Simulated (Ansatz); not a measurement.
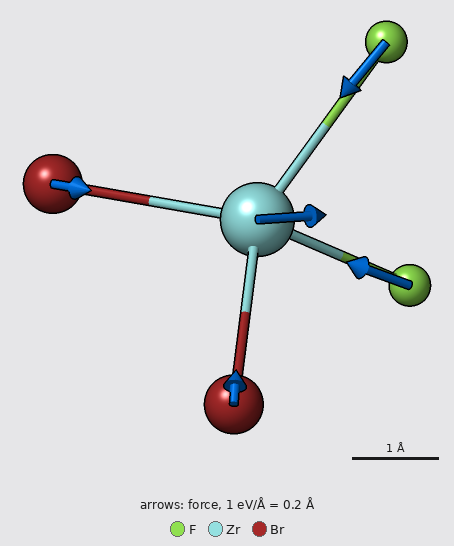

Starting geometry of ZrBr2F2 (coarse preliminary run) with the computed forces as blue arrows. The picture is a ball-and-stick view, seen at a tilt.

The start comes from a force field.

The calculation used RKS PBE-D4/def2-SVP in Ansatz 0.2.0. Settings: force threshold 0.03 eV/Å; at most 200 steps.

Question: Is this structure relaxed? If not, where do the atoms go?

Answer: It isn't relaxed: the largest force vector, on the Zr atom, is 4.91 eV/Å. The final displacements follow the starting forces only in part (cosine between the two patterns 0.80). Over 6 geometry steps the energy falls by 5.996 eV. The largest force component goes from 3.9 to 0.023 eV/Å. The largest move after the best rigid fit is that of an F atom, 0.77 Å. By element the largest moves are F 0.77 Å, Br 0.60 Å, Zr 0.35 Å. Near-neighbour distances that change, for instance: F–Zr 2.598 → 1.898 Å, Br–Zr 3.007 → 2.497 Å, F–Zr 2.366 → 1.898 Å, Br–Zr 2.713 → 2.498 Å. Bond angles that change, for instance: F–Zr–F 85.1° → 108.8°, F–Zr–Br 126.7° → 109.6°, F–Zr–Br 99.3° → 109.6°.
